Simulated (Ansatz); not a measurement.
The relaxed structure here is a generated cell of SiC: the first start was made by placing the elements on the sites of a structure type, and the end was not matched to a known phase here, so it may be hypothetical. Known forms of SiC include space group No. 186, 216.

One stationary structure of SiC. Space group P4₂/mnm (No. 136), AFLOW prototype AB_tP8_136_g_f (as in BeO). Level of theory: PBE (plane waves to 420 eV, PAW, scalar-relativistic; Ansatz, a quantum-chemistry and plane-wave program).

```cif
data_C4Si4
_chemical_formula_sum 'Si4 C4'
_space_group_name_H-M_alt 'P 1'
_space_group_IT_number 1
_cell_length_a 5.32299
_cell_length_b 5.32299
_cell_length_c 3.09277
_cell_angle_alpha 90.000
_cell_angle_beta 90.000
_cell_angle_gamma 90.000
loop_
_space_group_symop_operation_xyz
  'x, y, z'
loop_
_atom_site_label
_atom_site_type_symbol
_atom_site_fract_x
_atom_site_fract_y
_atom_site_fract_z
_atom_site_occupancy
Si1 Si 0.32440 0.32440 0.50000 1
Si2 Si 0.17560 0.82440 0.00000 1
Si3 Si 0.82440 0.17560 0.00000 1
Si4 Si 0.67560 0.67560 0.50000 1
C1 C 0.68454 0.31546 0.50000 1
C2 C 0.81546 0.81546 0.00000 1
C3 C 0.18454 0.18454 0.00000 1
C4 C 0.31546 0.68454 0.50000 1
```

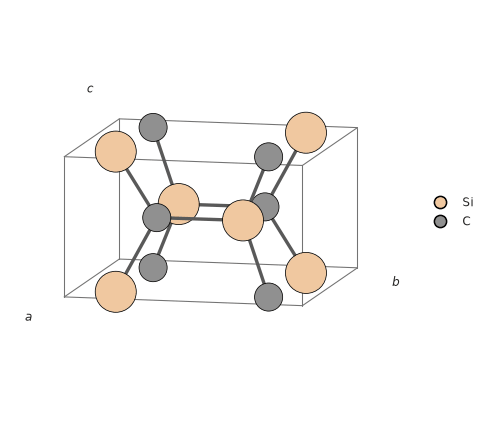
Figure: The conventional cell of the relaxed structure

```yaml
volume_per_atom: 10.95 Å³
density: 3.04 g/cm³
band_gap: 2.10 eV, indirect (valence top at 86 % of the way from M to Γ, conduction bottom at 67 % of the way from Γ to Z) (no spin-orbit coupling)
smallest_direct_gap: 2.86 eV at 86 % of the way from M to Γ
shortest_distances: C–Si 1.87 Å; Si–Si 2.64 Å; C–C 2.78 Å
k-mesh: 9×9×15
```

Band energies at high-symmetry points (eV from the VBM; labels of this space group; no spin-orbit coupling), from −5 eV up to 4.9 eV:

| point | energies |
|---|---|
| Γ | -4.39 -3.35 -1.46 -1.46 -0.47 -0.15 -0.08 -0.08 2.81 4.45 |
| X | -4.25 -4.25 -2.79 -2.79 -2.59 -2.59 -1.15 -1.15 -0.94 -0.94 3.98 3.98 |
| M | -4.99 -4.99 -3.18 -3.18 -2.12 -2.12 -1.95 -1.95 -1.63 -1.63 4.39 4.39 4.49 4.49 |
| Z | -3.68 -3.68 -2.89 -2.89 -2.77 -2.77 2.98 2.98 |
| R | -3.81 -3.81 -2.49 -2.49 -1.37 -1.37 3.23 3.23 |
| A | -3.74 -3.74 -2.43 -2.43 -2.03 -2.03 -1.73 -1.73 2.92 2.92 3.42 3.42 |

No spin polarisation in the result.

The run could not lose the symmetry of its start: the end is stationary, and may be a saddle point rather than a minimum.

It was reached from a disturbed copy of a P6₃/mmc (No. 194) cell, against which it lies -0.37 eV/atom.
